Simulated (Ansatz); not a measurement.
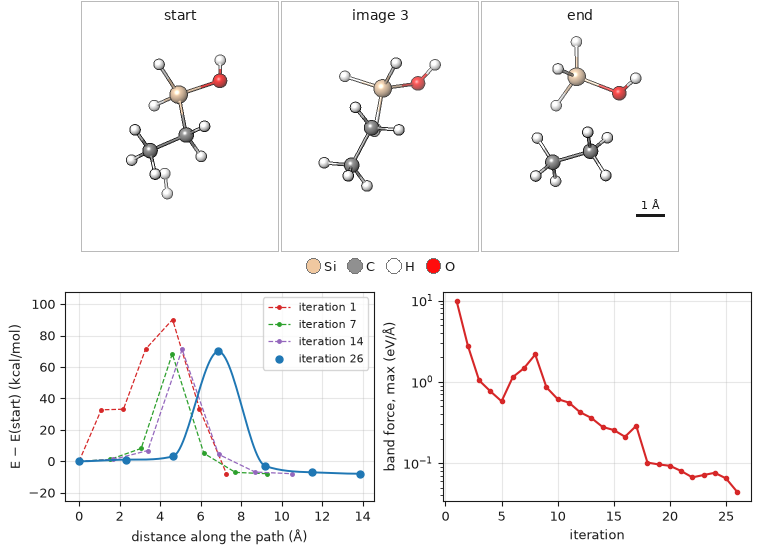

NEB run on C2H10OSi, made up of C₂H₈OSi and H2. Images are numbered from 0 (start) to 6 (end). The plot follows the band through its iterations. A ball-and-stick model, seen from a free direction.

The calculation used Ansatz 0.2.0, UKS B3LYP-D4/6-31G*. Settings: 5 movable images; climbing image; force threshold 0.05 eV/Å; iteration limit 60; spring constant 0.5 eV/Å²; starting path through a guess of the saddle point.

Q: Did the band converge, and can the barrier be trusted?

A: The run is converged, with reservations. The band converged in 26 iterations. The largest component of the band force went from 9.8 to 0.044 eV/Å. The climbing image converged on the top of the path. Its curvatures weren't checked. The first iteration put the highest image at 90.2 kcal/mol. The energy climbs by 69.8 kcal/mol to image 3 and then falls by 77.7 kcal/mol, so the end point sits at −7.9 kcal/mol.

Limits of the set-up: the start holds two separate molecules, 2.6 Å apart at their closest, whose relative position is a soft coordinate.
